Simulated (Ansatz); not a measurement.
# CH3Cl3Si: the cost of one run

All numbers below are computed with Ansatz 0.2.0 (RKS PBE0-D4/6-31G).

1 further run of the same task is left out (it didn't finish).

## Step 1: The starting structure

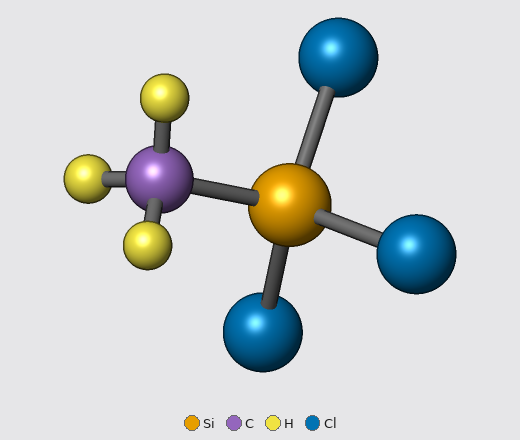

Start, viewed from a chosen angle; silicon amber, carbon purple, hydrogen yellow, chlorine blue.

Coordinates:

```xyz
8

Si    0.0000    0.0000    0.0000
C     0.0000    0.0000    1.8700
H    -0.9996   -0.3092    2.2405
H     0.7676   -0.7111    2.2405
H     0.2320    1.0203    2.2405
Cl    2.0086    0.0000   -0.7093
Cl   -1.0032    1.7381   -0.7093
Cl   -1.0032   -1.7381   -0.7093
```

## Step 2: Relaxing the start

input.yaml reads:

```yaml
crystal:
  periodic: [false, false, false]
  atoms:
    - { symbol: Si, position_ang: [0.0, 0.0, 0.0] }
    - { symbol: C, position_ang: [0.0, 0.0, 1.87] }
    - { symbol: H, position_ang: [-0.9996, -0.3092, 2.2405] }
    - { symbol: H, position_ang: [0.7676, -0.7111, 2.2405] }
    - { symbol: H, position_ang: [0.232, 1.0203, 2.2405] }
    - { symbol: Cl, position_ang: [2.0086, 0.0, -0.7093] }
    - { symbol: Cl, position_ang: [-1.0032, 1.7381, -0.7093] }
    - { symbol: Cl, position_ang: [-1.0032, -1.7381, -0.7093] }
basis:
  gaussian: { orbitals: "6-31G" }
hamiltonian:
  xc: pbe0
  dispersion: d4
relax:
  f_tol: 0.02
  max_steps: 40
```

Run with:

```console
ansatz run input.yaml --threads 1 --pin off --max-ram 2048MiB --backend cpu --events-out ev --progress --plain --runs-dir out
```

What time and memory should one allow on 1 thread of AMD EPYC 7B13 (Zen 3), shared host?

About 27 s, with a peak of 0.18 GiB.
